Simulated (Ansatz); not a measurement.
# BSiH4 (SMILES [BH][SiH3]): U-revPBE/STO-3G

What is the electronic atomisation energy of BSiH4 at U-revPBE/STO-3G? 

The results are computed with Ansatz 0.2.0.

54 further runs of the same task are left out: 1 that didn't finish, 53 set aside as unsound or not needed.

**1. The system as given**

BSiH4 has 6 atoms, charge 0, and is taken as a doublet. SMILES: `[BH][SiH3]`. Geometry: relaxed at GFN2-xTB.

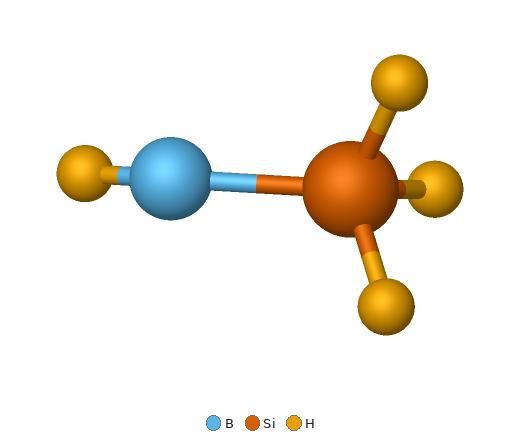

Viewed from a chosen angle; boron blue, silicon orange, hydrogen amber.

**2. A single-point energy at U-revPBE/STO-3G**

Contents of job.yaml:

```yaml
basis:
  gaussian: {orbitals: STO-3G}
crystal:
  periodic: [false, false, false]
  atoms:
    - symbol: B
      position_ang: [0.938510, -0.830080, 0.651420]
    - symbol: Si
      position_ang: [-0.268720, 0.378400, -0.198310]
    - symbol: H
      position_ang: [1.206890, -1.921260, 0.929580]
    - symbol: H
      position_ang: [-1.511470, -0.138420, -0.820190]
    - symbol: H
      position_ang: [0.392690, 1.102720, -1.300860]
    - symbol: H
      position_ang: [-0.757900, 1.408630, 0.738360]
magnetization: {spin_polarized: true, initial_magnetization: 1}
accuracy: high
hamiltonian: {xc: {name: revPBE}}
```

The run is started by

```bash
$ ansatz run job.yaml --threads 1 --pin off --max-ram 2610MiB --events-out events.jsonl --progress --plain --runs-dir runs
```

The log of the run:

```text
Warning: RAYON_NUM_THREADS=1 ignored (pool sized by the plan → 1); use --threads N
Functional definition: revPBE
  name "revPBE"
  parameter kappa = 1.245
  parameter beta = 0.06672455060314922
  exchange = pbe_x(kappa = kappa, mu = beta*pi^2/3)
  correlation = pbe_c(beta = beta)
311 factors; integrals over basis functions are off by at most 2.2e-8 eV
mean field evaluation 1: about -8512.7195 eV, gradient 1.1e1 eV
mean field evaluation 2: about -8512.9066 eV, gradient 9.3e0 eV
mean field evaluation 4: about -8513.5586 eV, gradient 1.4e-1 eV
mean field evaluation 8: about -8513.4883 eV, gradient 1.2e-3 eV
mean field evaluation 16: about -8513.4883 eV, gradient 2.6e-6 eV
mean field -8513.48832637 eV, -312.8649253445 hartree, gradient 6.7e-8 eV, S^2 0.752332; 3 other end points of the search recorded, 0 dependent functions left out
reference -8513.48832878 eV, -312.8649254329 hartree; 12, 11 occupied and 6, 7 virtual orbitals, 311 factors
Total energy: -8513.48832878 eV, -312.8649254329 hartree
```

Run time: 3.9 s. Hardware: 1 thread of Intel Xeon Platinum 8259CL at 2.50GHz (Skylake/Cascade Lake), shared host; peak memory 0.15 GiB.

**3. The B atom**

Contents of in.yaml:

```yaml
basis:
  gaussian:
    orbitals: STO-3G
crystal:
  periodic: [false, false, false]
  atoms:
    - symbol: B
      position_ang: [0.000000, 0.000000, 0.000000]
magnetization:
  spin_polarized: true
  initial_magnetization: 1
hamiltonian:
  xc: {name: revPBE}
accuracy: high
```

The run is started by

```bash
$ ansatz run in.yaml --threads 1 --pin off --max-ram 2610MiB --events-out events.jsonl --progress --plain --runs-dir runs
```

The log of the run:

```text
Warning: RAYON_NUM_THREADS=1 ignored (pool sized by the plan → 1); use --threads N
Functional definition: revPBE
  name "revPBE"
  parameter kappa = 1.245
  parameter beta = 0.06672455060314922
  exchange = pbe_x(kappa = kappa, mu = beta*pi^2/3)
  correlation = pbe_c(beta = beta)
15 factors; integrals over basis functions are off by at most 8.9e-10 eV
mean field evaluation 1: about -660.3698 eV, gradient 1.3e-6 eV
mean field evaluation 2: about -660.3697 eV, gradient 4.5e-6 eV
mean field evaluation 4: about -660.3697 eV, gradient 1.0e-6 eV
mean field evaluation 8: about -660.3696 eV, gradient 0.0e0 eV
mean field evaluation 16: about -660.3240 eV, gradient 5.5e0 eV
mean field -660.36973178 eV, -24.2681400284 hartree, gradient 0.0e0 eV, S^2 0.750000; 2 other end points of the search recorded, 0 dependent functions left out
reference -660.36973334 eV, -24.2681400856 hartree; 3, 2 occupied and 2, 3 virtual orbitals, 15 factors
Total energy: -660.36973334 eV, -24.2681400856 hartree
```

Wall time 0.42 s (1 thread of Intel Xeon Platinum 8259CL at 2.50GHz (Skylake/Cascade Lake), shared host).

**4. The H atom, same level**

Contents of molecule.yaml:

```yaml
crystal:
  periodic: [false, false, false]
  atoms:
    - symbol: H
      position_ang: [0.000000, 0.000000, 0.000000]
basis:
  gaussian: {orbitals: STO-3G}
magnetization: {spin_polarized: true, initial_magnetization: 1}
hamiltonian: {xc: {name: revPBE}}
accuracy: high
```

Run the same way, it converges to -0.47010 Eh (log not shown).

**5. The Si atom**

Contents of run.yaml:

```yaml
crystal:
  periodic: [false, false, false]
  atoms:
    - {symbol: Si, position_ang: [0.000000, 0.000000, 0.000000]}
basis:
  gaussian:
    orbitals: STO-3G
accuracy: high
hamiltonian:
  xc: {name: revPBE}
magnetization:
  spin_polarized: true
  initial_magnetization: 2
```

The run is started by

```bash
$ ansatz run run.yaml --threads 1 --pin off --max-ram 2610MiB --events-out events.jsonl --progress --plain --runs-dir runs
```

The log of the run:

```text
Warning: RAYON_NUM_THREADS=1 ignored (pool sized by the plan → 1); use --threads N
Functional definition: revPBE
  name "revPBE"
  parameter kappa = 1.245
  parameter beta = 0.06672455060314922
  exchange = pbe_x(kappa = kappa, mu = beta*pi^2/3)
  correlation = pbe_c(beta = beta)
42 factors; integrals over basis functions are off by at most 1.8e-9 eV
mean field evaluation 1: about -7778.9867 eV, gradient 6.2e-1 eV
mean field evaluation 2: about -7778.9877 eV, gradient 6.6e-2 eV
mean field evaluation 4: about -7778.9870 eV, gradient 1.2e-3 eV
mean field evaluation 8: about -7778.9870 eV, gradient 3.3e-10 eV
mean field evaluation 16: about -7778.9869 eV, gradient 3.3e-4 eV
mean field -7778.98701514 eV, -285.8725000196 hartree, gradient 2.1e-10 eV, S^2 2.000001; 1 other end points of the search recorded, 0 dependent functions left out
reference -7778.98701697 eV, -285.8725000870 hartree; 8, 6 occupied and 1, 3 virtual orbitals, 42 factors
Total energy: -7778.98701697 eV, -285.8725000870 hartree
```

Wall time 0.54 s (1 thread of Intel Xeon Platinum 8259CL at 2.50GHz (Skylake/Cascade Lake), shared host); peak memory 0.098 GiB.

**6. Summary of results**

At U-revPBE/STO-3G:

| quantity | value |
| --- | --- |
| molecule: total energy | -312.86493 Eh |
| molecule: ⟨S²⟩ | 0.752 |
| B atom: total energy | -24.26814 Eh |
| B atom: ⟨S²⟩ | 0.750 |
| H atom: total energy | -0.47010 Eh |
| H atom: ⟨S²⟩ | 0.750 |
| Si atom: total energy | -285.87250 Eh |
| Si atom: ⟨S²⟩ | 2.000 |
| electronic atomisation energy | 22.963 eV |

What this shows: Taking the molecule apart into free atoms costs 22.96 eV (530 kcal/mol), before zero-point energy and without spin-orbit coupling. In a minimal basis such a difference can be off by several eV, whatever the method.
